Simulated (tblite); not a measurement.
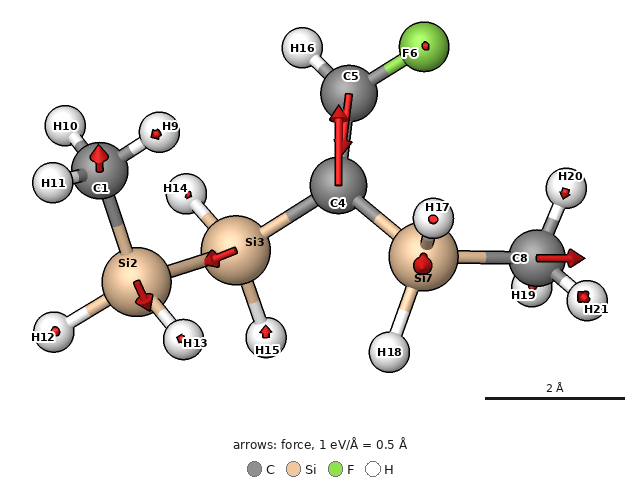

Starting geometry of C4H13FSi3 with the computed forces as red arrows. A ball-and-stick model, seen at a tilt.

Computed with GFN2-xTB geometry optimisation, gas phase in tblite. 

What follows when this structure is relaxed?

It isn't relaxed: the largest force vector, on C4, is 2.48 eV/Å. The final displacements have little in common with the starting forces (cosine between the two patterns 0.02). The atom that moves furthest after the best rigid fit is H18 (1.44 Å). By element the largest moves are H 1.44 Å, F 0.65 Å, Si 0.63 Å, C 0.62 Å. Near-neighbour distances that change, for instance: C4–Si7 1.843 → 1.896 Å, Si3–C4 1.848 → 1.891 Å, C1–Si2 1.859 → 1.902 Å, C4–C5 1.356 → 1.321 Å. Among the angles between lasting bonds that change: Si3–C4–Si7 114.1° → 120.6°, Si2–Si3–H14 109.3° → 114.0°, H12–Si2–H13 109.1° → 105.4°. Groups turn about C4–Si7 by about 40°, Si2–Si3 by about 35°. Over 193 geometry steps the energy falls by 24.6 kJ/mol. The run took 2 s on 1 thread of Arm Neoverse V1, on a shared host.
